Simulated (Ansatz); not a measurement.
# Pressure series in Co

Consider Co in the hcp (Mg type) structure (space group P6_3/mmc, No. 194; ferromagnetic).

Space group P6₃/mmc (No. 194); a = b = 2.494 Å, c = 4.032 Å, α = β = 90.00°, γ = 120.00°

```json
[
 {"atom": "Co", "site": "2d", "symmetry": "-6m2", "x": "0.6667", "y": "0.3333", "z": "0.2500"}
]
```

Cell and atoms are relaxed at each pressure.

Computed with PBE/PAW in Ansatz (a program for electronic structure), no spin-orbit coupling.

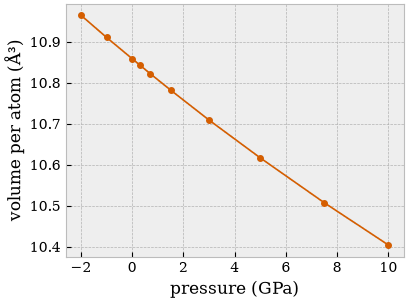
Volume per atom against pressure

```csv
pressure (GPa),volume per atom
-2,10.96 Å³
-1,10.91 Å³
0.3,10.84 Å³
0.7,10.82 Å³
1.5,10.78 Å³
3,10.71 Å³
5,10.62 Å³
7.5,10.51 Å³
10,10.40 Å³
```

The magnetic state is the one reached from the starting moments; the real material's order can differ, and small cells can't hold many antiferromagnetic ones. Load acts through the strain it causes; cell and atoms are relaxed under it. Stability against distortions was not tested. Competing high-pressure phases were not computed.
